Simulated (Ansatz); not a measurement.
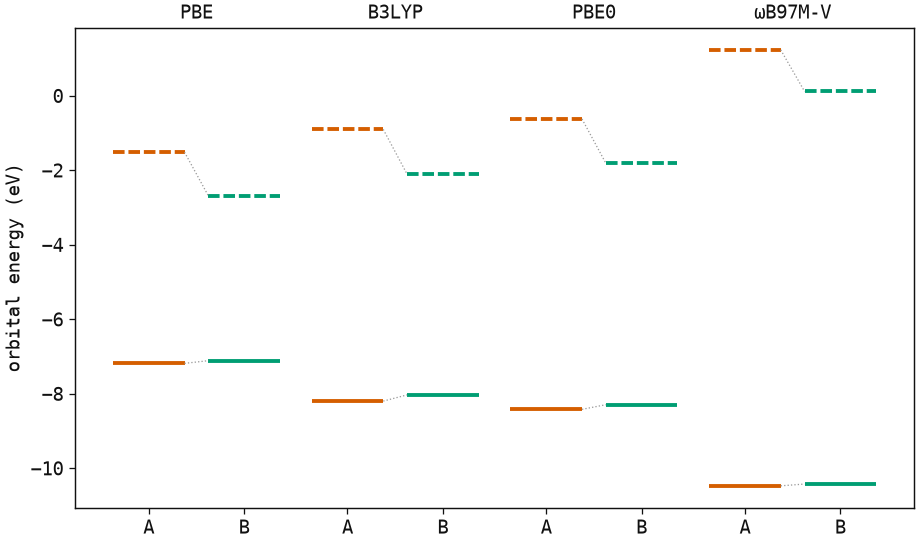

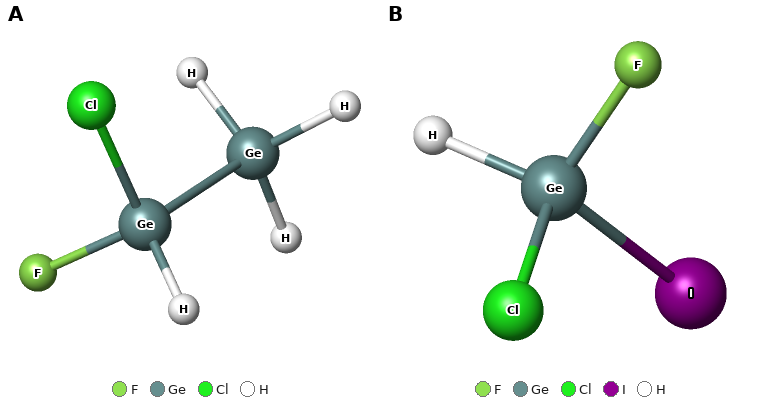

One change: A, Ge₂H₄ClF (SMILES [F][Ge@H]([Cl])[GeH3]), becomes B, GeHIClF (SMILES [F][Ge@H]([Cl])[I]). GeH₃ on Ge is replaced by I. HOMO (solid) and LUMO (dashed) computed in def2-TZVPP at PBE0-D4/def2-TZVP geometries, both minima by their frequencies, gas phase, the Ansatz code 0.2.0. Empty levels above zero depend strongly on the basis.

Q: What does the change do to HOMO and LUMO?

A: PBE: the HOMO rises by 0.07 eV, the LUMO falls by 1.17 eV, and the separation goes from 5.67 to 4.43 eV. B3LYP: the HOMO rises by 0.17 eV, the LUMO falls by 1.20 eV, and the separation goes from 7.30 to 5.93 eV. PBE0: the HOMO rises by 0.12 eV, the LUMO falls by 1.19 eV, and the separation goes from 7.80 to 6.48 eV. ωB97M-V: the HOMO rises by 0.05 eV, the LUMO falls by 1.12 eV, and the separation goes from 11.71 to 10.54 eV.

Q: Do the functionals agree on the effect?

A: They agree on the direction for both levels; the HOMO shift lies between 0.05 and 0.17 eV and the LUMO shift between −1.20 and −1.12 eV, while the separations themselves differ by up to 6.1 eV between functionals.

Caveats: core potentials past krypton; spin-orbit coupling is left out, and with I it can shift these values.
